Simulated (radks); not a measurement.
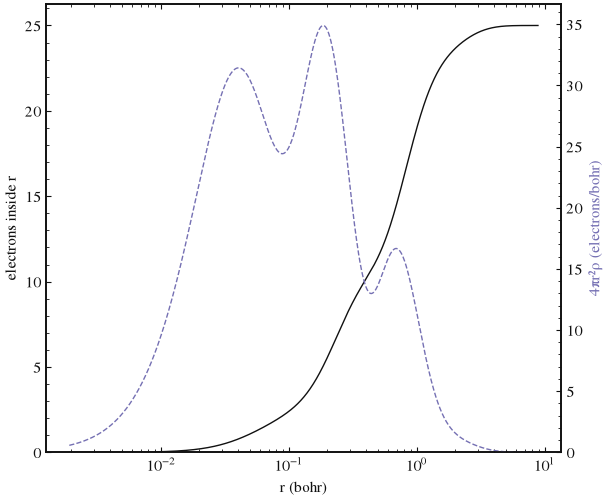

System: the iron ion Fe⁺, configuration [Ar] 3d6 4s1 (3d3/2: 4, 3d5/2: 2). Level of theory: Dirac Kohn-Sham, Wu-Cohen GGA, spin-unpolarised, spherical densities, point nucleus. Computed with the in-house radial solver radks.

The plot shows the number of electrons inside radius r (solid) and the radial density 4πr²ρ (dashed).

> What does the plot show?

The count levels off at 25 electrons. Half of them lie within 0.573 bohr, 90 % within 1.52 bohr and 99 % within 3.42 bohr. The radial density has minima at 0.0893 and 0.442 bohr, where the count stands at 2.1 and 10.7; these part the shells that the density resolves.
